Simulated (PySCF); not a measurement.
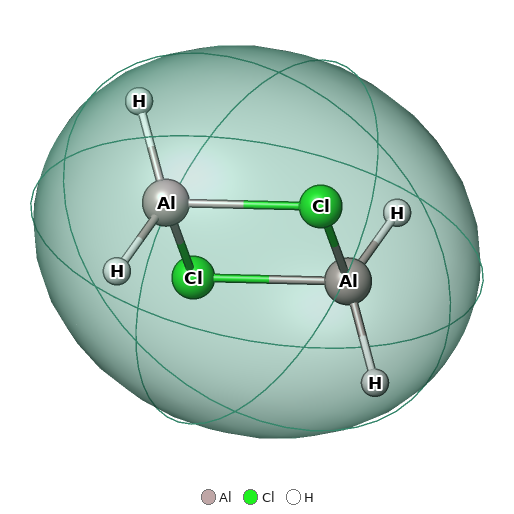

The ellipsoid shows the static dipole polarisability: its half-axes are proportional to the principal values. The geometry was computed by an optimisation with PBE0-D3(BJ)/def2-SVP. No frequency run is at hand to confirm it as a minimum. Method: BHandHLYP/def2-SVPD (PySCF 2.14.0).

Question. How large and how anisotropic is the polarisability?

Answer. Principal values 71.1, 76.4, 87.6 bohr³; mean 78.4 bohr³ (11.61 Å³); anisotropy 14.6 bohr³, so the longest axis is 1.23 times the shortest.
